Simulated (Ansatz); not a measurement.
# What Sn2TeO (built on the sites of a database entry of SnO) distorts into, part 3 of 3

Wanted: the energy along a soft mode of Sn2TeO (built on the sites of a database entry of SnO) and the structure at the end.

Ansatz 0.2.0; DFT PBEsol, scalar-relativistic, plane waves, PAW.

So far. Step 4 (The mode frozen in, largest atomic shift 0.6 Å): The run ends at a pressure of 1.23 GPa, with forces up to 1.5 eV/Å. Step 5 (Energy along the mode, all amplitudes (two of the runs …): The lowest of the steps tried is the last one, at 0.6 Å, 119 meV/atom below the parent; the bottom of the well need not coincide with a step.

The structure was built from a prototype and need not be the compound's stable phase.

## Step 6: Relaxation from the frozen mode (continued)

Relaxation path (22 of 40):

```tsv
step	energy less that of the first step (eV)	largest force component (eV/Å)	pressure (GPa)	volume (Å³)
1	0.0000	1.3374	1.23	194.88
3	-1.9766	0.7542	5.24	203.04
5	-2.4339	0.3696	0.49	239.84
7	-2.4710	0.0416	-0.12	239.08
8	-2.4740	0.0066	-0.01	238.57
10	-2.4747	0.0071	-0.03	238.14
12*	-2.6374	0.0200	0.77	238.02
14	-2.7336	0.0569	0.20	249.88
16	-2.7432	0.0365	-0.07	250.36
18	-2.7434	0.2181	0.53	246.69
20	-2.7484	0.0028	-0.01	248.05
21	-2.7485	0.0002	0.00	247.96
23	-2.8060	0.0508	0.18	248.71
25	-2.8208	0.0230	-0.01	249.30
27	-2.8206	0.0018	0.00	249.98
29	-2.8375	0.0067	0.03	250.44
31	-2.8368	0.0015	0.00	251.64
33	-2.8410	0.0322	0.04	252.66
34	-2.8408	0.0160	0.02	252.85
36	-2.8410	0.0004	0.00	252.77
38	-2.8429	0.0028	0.00	253.22
40*	-2.8438	0.0008	0.01	253.48
```

Relaxation steps marked * repeat the geometry before them on a plane-wave basis chosen anew for their cell, so energy and pressure can jump there. Other such steps can lie between the rows shown. Relaxation step 18 was tried and not accepted.

The run keeps the 8 symmetry operations that it works with, so distortions that break them were not tested.

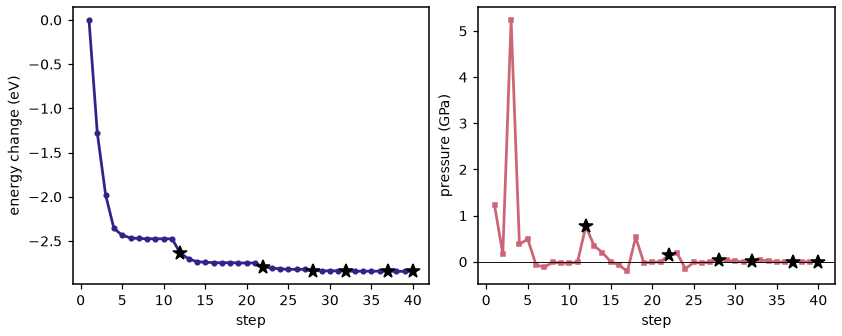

Energy and pressure along the relaxation. Stars mark steps on a basis chosen anew.

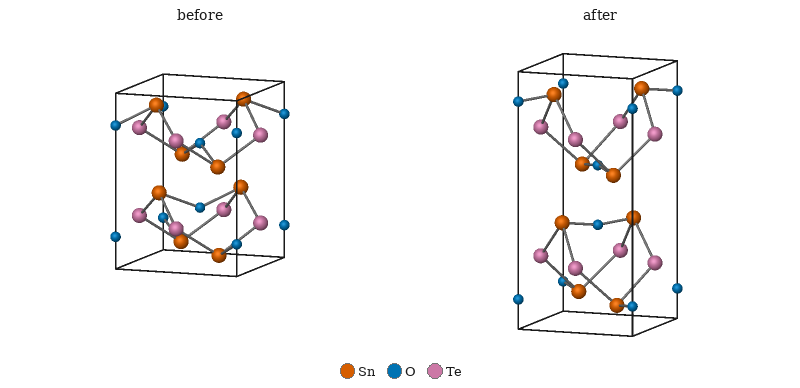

Before and after, at one scale. Bonds to atoms that aren't drawn are left out.

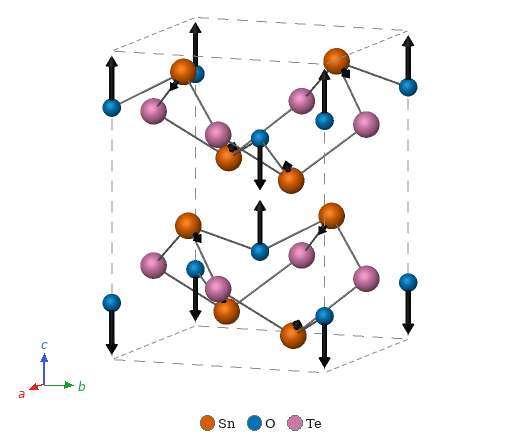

Displacements in the relaxation, exaggerated, measured against the changing cell; the longest in the cell stands for 0.89 Å. Bonds to atoms that aren't drawn are left out. Some periodic images of atoms are drawn too.

```tsv
cell as run	before	after	change
a (Å)	6.472	7.916	+22.3 %
b (Å)	6.472	7.916	+22.3 %
c (Å)	6.472	7.916	+22.3 %
α (°)	118.87	133.88	+12.6 %
β (°)	61.13	46.12	-24.6 %
γ (°)	88.03	112.72	+28.0 %
volume (Å³/atom)	24.36	31.69	+30.1 %
```

The atoms that moved most (Å, as changes of fractional coordinates times the final cell):

```tsv
atom	dx	dy	dz	length
O5	0.000	0.000	-0.889	0.889
O6	0.000	0.000	0.889	0.889
Sn2	0.151	0.000	-0.193	0.245
Sn4	0.000	0.151	0.193	0.245
Sn1	-0.151	0.000	-0.193	0.245
Sn3	0.000	-0.151	0.193	0.245
```

This step gave:

```yaml
pressure: 0.005108 GPa
volume_per_atom: 31.69 Å³
```

The distorted start has space group I-42m; the relaxation ends in I-42m.

## Step 7: The new phase in its own primitive cell

The relaxed structure is symmetrised, reduced to its primitive cell and relaxed tightly, as its phonons need.

input.yaml reads:

```yaml
crystal:
  lattice:
    - [-3.1008750656, 3.1008750656, 6.5905778129]
    - [3.1008750656, -3.1008750656, 6.5905778129]
    - [3.1008750656, 3.1008750656, -6.5905778129]
  atoms:
    - { symbol: Sn, position: [0.6773174336, 0.1262437314, 0.0] }
    - { symbol: Sn, position: [0.1262437314, 0.6773174336, 0.0] }
    - { symbol: Sn, position: [0.3226825664, 0.3226825664, 0.4489262978] }
    - { symbol: Sn, position: [0.8737562686, 0.8737562686, 0.5510737022] }
    - { symbol: O, position: [0.1158648258, 0.1158648258, 0.0] }
    - { symbol: O, position: [0.8841351742, 0.8841351742, 0.0] }
    - { symbol: Te, position: [0.75, 0.25, 0.5] }
    - { symbol: Te, position: [0.25, 0.75, 0.5] }
kpoints:
  mp_grid: { grid: [8, 8, 8] }
hamiltonian:
  xc: pbesol
scf:
  occupations: { method: methfessel_paxton, width: 0.2 }
output:
  forces: true
  stress: true
  eigenvalues: true
relax:
  adjacent_minimum: "off"
  f_tol: 0.001
  max_steps: 60
  cell: { stress_tol: 0.01 }
```

Started as:

```sh
> ansatz run input.yaml --threads 4 --pin off --max-ram 14336MiB --backend cpu --events-out ev --progress --plain --runs-dir out
```

Numbers of over 12 decimals in the logs are rounded to 6 here.

The log of the run:

```text
[...]
Crystal: 8 atoms, lattice volume = 253.485 Å³
Basis set: ecut = 420 eV, 4967 PW (Γ), exchange–correlation on 108×108×108 points (8 copies of the dense FFT grid, shifted against one another)
Bands: 60, of which v1, the nominal top of the filled ones, is band 50 counted from 1 (49 counted from 0)
Symmetry: 8 space group operations
[...]
atoms:
    - { symbol: Sn, position: [0.672810, 0.126694, 0.0] }
    - { symbol: Sn, position: [0.126694, 0.672810, 0.0] }
    - { symbol: Sn, position: [0.327190, 0.327190, 0.453884] }
    - { symbol: Sn, position: [0.873306, 0.873306, 0.546116] }
    - { symbol: O, position: [0.112408, 0.112408, 0] }
    - { symbol: O, position: [0.887592, 0.887592, -1.0416123893349102e-18] }
    - { symbol: Te, position: [0.75, 0.250000, 0.5] }
    - { symbol: Te, position: [0.250000, 0.75, 0.5] }
[key lines of the parts left out:]
SCF converged after 8 iterations
Free energy (F): -38722.545542 eV
Fermi energy:    5.806548 eV
P = ⅓ Tr σ = -0.0008 GPa (-0.008 kbar)
```

The job ended after 6.8 min (4 threads of Arm Neoverse V1, shared host; peak memory 1 GiB; 27 min of CPU time).

Step by step:

```tsv
step	energy less that of the first step (eV)	largest force component (eV/Å)	pressure (GPa)	volume (Å³)
1	0.0000	0.0008	0.01	253.48
2	0.0001	0.0041	0.00	253.59
3	0.0002	0.0059	-0.01	253.73
4	0.0004	0.0060	-0.02	253.97
5	0.0006	0.0042	0.01	254.15
6	0.0005	0.0003	0.00	254.01
7*	-0.0004	0.0003	0.00	254.01
8	0.0000	0.0009	0.00	254.34
9	0.0001	0.0003	0.00	254.45
10*	-0.0005	0.0004	0.00	254.45
11	-0.0001	0.0009	0.00	254.89
12*	-0.0006	0.0009	0.00	254.89
13	-0.0003	0.0003	0.00	255.13
14*	-0.0007	0.0003	0.00	255.13
```

Relaxation steps marked * repeat the geometry before them on a plane-wave basis chosen anew for their cell, so energy and pressure can jump there.

The run keeps the 8 symmetry operations that it works with, so distortions that break them were not tested.

```tsv
conventional cell, symmetrised	before	after	change
a (Å)	6.202	6.149	-0.9 %
b (Å)	6.202	6.149	-0.9 %
c (Å)	13.181	13.497	+2.4 %
volume (Å³/atom)	31.69	31.89	+0.6 %
```

The atoms that moved most (Å, as changes of fractional coordinates times the final cell):

```tsv
atom	dx	dy	dz	length
O5	0.000	0.000	-0.047	0.047
O6	0.000	0.000	0.047	0.047
Sn4	-0.015	-0.015	0.027	0.035
Sn1	0.015	-0.015	-0.027	0.035
Sn2	-0.015	0.015	-0.027	0.035
Sn3	0.015	0.015	0.027	0.035
```

This step gave:

- pressure: -8.28e-4 GPa
- volume per atom: 31.89 Å³

The largest force component left is 0.31 meV/Å and the pressure is -0.001 GPa, within the tolerances set. The cell now holds 31.89 Å³/atom.

## Step 8: Modes of the new phase, k-mesh 8×8×8

A relaxed structure may still be a saddle point, so its zone-centre modes are computed. No field response is asked, since the mesh shows no gap.

input.yaml reads:

```yaml
crystal:
  lattice:
    - [-3.0742947479, 3.0742947479, 6.7486096872]
    - [3.0742947479, -3.0742947479, 6.7486096872]
    - [3.0742947479, 3.0742947479, -6.7486096872]
  atoms:
    - { symbol: Sn, position: [0.6728102972, 0.1266941055, 0.0] }
    - { symbol: Sn, position: [0.1266941055, 0.6728102972, 0.0] }
    - { symbol: Sn, position: [0.3271897028, 0.3271897028, 0.4538838084] }
    - { symbol: Sn, position: [0.8733058945, 0.8733058945, 0.5461161916] }
    - { symbol: O, position: [0.1124083015, 0.1124083015, 0.0] }
    - { symbol: O, position: [0.8875916985, 0.8875916985, 0.0] }
    - { symbol: Te, position: [0.75, 0.25, 0.5] }
    - { symbol: Te, position: [0.25, 0.75, 0.5] }
kpoints:
  mp_grid: { grid: [8, 8, 8] }
hamiltonian:
  xc: pbesol
scf:
  occupations: { method: methfessel_paxton, width: 0.2 }
output:
  eigenvalues: true
phonons:
  method: dfpt
```

The log of the run:

```text
[...]
Crystal: 8 atoms, lattice volume = 255.132 Å³
Basis set: ecut = 420 eV, 5015 PW (Γ), exchange–correlation on 108×108×108 points (8 copies of the dense FFT grid, shifted against one another)
Bands: 60, of which v1, the nominal top of the filled ones, is band 50 counted from 1 (49 counted from 0)
Symmetry: 8 space group operations
k-points: 260 of 512 (irreducible under 1 space group operation, time reversal used)
[...]
SCF iter   1: F=—  HF=-38722.575263 eV  |F-HF|=—  |Δ(HF+E_count)|=         —  Δρ=6.24e-3  dr2=1.41e-1  ethr=1.77e-3  ⟨swp⟩=7.1  Hψ=66049  notcnv=0
[...]
SCF iter  15: F=-38722.545542 eV  HF=-38722.545542 eV  |F-HF|=7.28e-12  |Δ(HF+E_count)|=    0.00e0  S|Δr|=    0.00e0  Δρ=2.21e-8  dr2=2.19e-12  ethr=1.00e-12  ⟨swp⟩=6.0  Hψ=69716  notcnv=0
SCF 1 converged in 15 iterations: F = -38722.545542 eV  dr2 = 2.19e-12
[...]
DFPT response loops at Γ: preconditioner auto → Kerker (q_TF=auto, 2.334 Å⁻¹) (partly filled bands, converged f_vac=0.109); β = 1.00, the filter's whole step (`scf.mixing.beta` (0.50) is not read by the response loops under this deck's `scf.mixing.preconditioner`; to damp them name `kerker` or `kerker_dos`, under which they read `scf.mixing.beta`, and type it under 1.00, their step now; both keys bind the ground state too); Broyden in place of MSR1
SCF converged after 15 iterations
[...]
Free energy (F): -38722.545542 eV
[...]
Internal energy: -38722.546780 eV  (E = F + TS)
E sigma→0 (E₀):  -38722.545852 eV
Entropy (-TS):   0.001238 eV (0.155 meV/atom)
Fermi energy:    5.806549 eV
[...]
--- Band table (eV; the first three rows and the last of 260) ---
  k-point 0: bands = [... 46 lower, 4.0151, 5.1615, 5.1615, 5.7994, 7.5956, 7.9073, 8.0679, 8.3019, ... 6 higher]
  k-point 1: bands = [... 46 lower, 4.1380, 4.8686, 5.0852, 5.7504, 7.6075, 7.8126, 8.0569, 8.3544, ... 6 higher]
  k-point 2: bands = [... 46 lower, 4.4198, 4.5423, 4.8965, 5.4056, 7.4000, 7.5511, 8.1997, 8.2555, ... 6 higher]
  k-point 259: bands = [... 46 lower, 4.2904, 4.8529, 4.8529, 5.0824, 5.5737, 7.2175, 7.5344, 8.4241, ... 6 higher]
--- Phonons (Γ-DFPT): 6 representative perturbations + reference, on 260 of 512 k-points (Σ response iterations 24) ---
  k mesh reduced under 1 symmetry operation, with k and −k counted as one. Each operation leaves every solved perturbation unchanged. A smaller set is not used because it would not reduce the number of displacements times k-points to solve
  ASR residual: 2.631e-5 → 0.000e0 eV/Å²; symmetrization residual: 6.112e-6 eV/Å²
  ASR residual per site (eV/Å²): 2.63e-5 2.63e-5 2.63e-5 2.63e-5 2.27e-5 2.27e-5 1.65e-5 1.65e-5
  Γ frequencies (cm⁻¹): -58.46 -35.03 -35.03 0.00 0.00 0.00 27.13 44.18 44.18 88.31 88.31 105.36 108.21 120.57 120.57 126.45 126.45 135.33 148.27 159.15 226.55 228.18 709.05 709.05
  non-analytic LO–TO correction: not included (Born effective charges unavailable; polar crystals: no LO–TO splitting at Γ)
```

The job ended after 26 min (4 threads; peak memory 9.7 GiB).

Numbers from this step:

- sum-rule residual before enforcement: 2.63e-5 eV/Å²
- highest optical mode at the zone centre (no LO-TO term): 709.0 cm⁻¹
- lowest optical zone-centre mode: -58.46 cm⁻¹

Patterns of degenerate modes are one choice out of their space. Modes at Γ, with each element's share of the kinetic energy (negative means imaginary):

```tsv
mode	frequency (cm⁻¹)	symmetry	Sn %	O %	Te %
1	-58.5	B2	25	75	0
2	-35.0	E	34	38	28
3	-35.0	E	34	38	28
4	0.0	acoustic	62	4	33
5	0.0	acoustic	62	4	33
6	0.0	acoustic	62	4	33
7	27.1	B1	60	0	40
8	44.2	E	81	7	12
9	44.2	E	81	7	12
10	88.3	E	44	49	7
11	88.3	E	44	49	7
12	105.4	A2	100	0	0
13	108.2	A1	94	6	0
14	120.6	E	31	7	62
15	120.6	E	31	7	62
16	126.5	E	42	1	57
17	126.5	E	42	1	57
18	135.3	B1	40	0	60
19	148.3	B2	31	3	66
20	159.2	A1	40	60	0
21	226.6	A1	66	34	0
22	228.2	B2	82	17	0
23	709.0	E	6	94	0
24	709.0	E	6	94	0
```

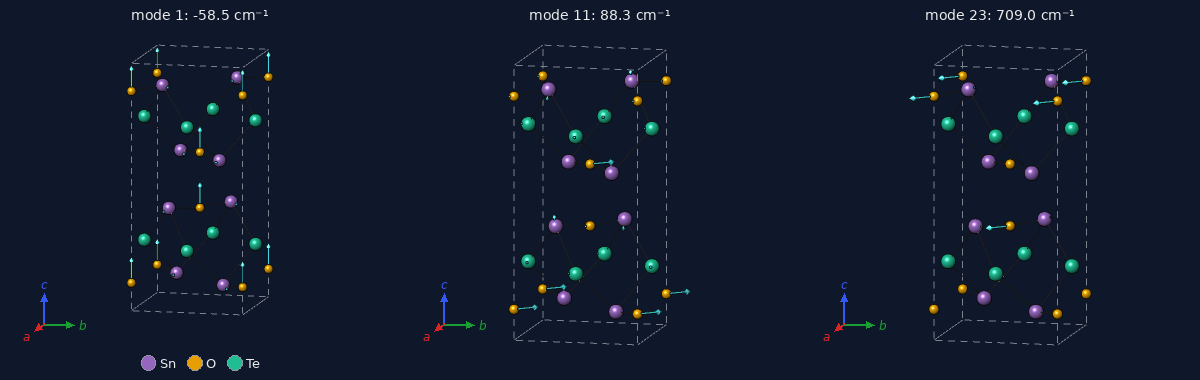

Displacement patterns of modes 1, 11 and 23 at Γ; arrows are exaggerated. Bonds to atoms that aren't drawn are left out. Some periodic images of atoms are drawn too.

Before it was imposed, the acoustic sum rule was missed by 2.6e-5 eV/Å². Small misses are needed for a sound result but don't prove that mesh and cutoff are converged. The lowest optical mode is imaginary, 58.5i cm⁻¹, so the energy falls along it.

## Step 9: What came out

| Item | Value |
| --- | --- |
| unstable mode of the parent | q = (-0.5, -0.5, -0.5), 219i cm⁻¹ |
| depth at the lowest point sampled | 119 meV/atom |
| largest atomic shift at that point | 0.6 Å |
| space group reached (within 0.01 Å) | I-42m |
| energy gained over the parent (first relaxation, on the mesh of the frozen mode) | 475 meV/atom |
| volume per atom, phase reached | 31.9 Å³ |
| lowest optical zone-centre mode, phase reached | -58.5 cm⁻¹ |
| highest optical mode at the zone centre (no LO-TO term), phase reached | 709 cm⁻¹ |

In words: Along this mode the structure falls into I-42m, 475 meV/atom below the parent. At the parent's cell the well is 119.5 meV/atom deep on the steps tried, with its lowest point at a shift of 0.6 Å. That is the last step tried, so the steps alone don't bracket the bottom of the well. Relaxing atoms and cell changes the gain by +355.29 meV/atom against the lowest step (energies at zero smearing). Most of the total comes from this relaxation. The new phase still has an imaginary mode at the zone centre of its cell, so it is a saddle point on the way to a lower structure. Of the 2 patterns followed to their end from this parent, this one ends 64.1 meV/atom above the lowest, P4/mbm. Each path keeps the symmetry of its pattern, so a lower phase may lie along a pattern not tried. The q mesh stands for a supercell only 9.0 Å across, so branches between the solved wavevectors are rough. With no gap, or one that is small against the smearing, the frequencies hang on the k mesh and the smearing, most of all near Kohn anomalies. A semilocal functional can close a gap that the real compound would have, so the metallic treatment may be an artefact of the level. Spin-orbit coupling is left out, which can matter for the heavy elements here. The starting cell was built on a prototype and not taken from a measurement, so the phase need not exist.

[Logs are printed without paths, hosts, clocks, repeated set-up lines and the standing remarks that a program may print on its own settings, such as how far it seeks lower states.]

[Hosts, paths, dates, database ids (printed as entryN), source tags and the programs' standing remarks are cut or masked in the printed files.]
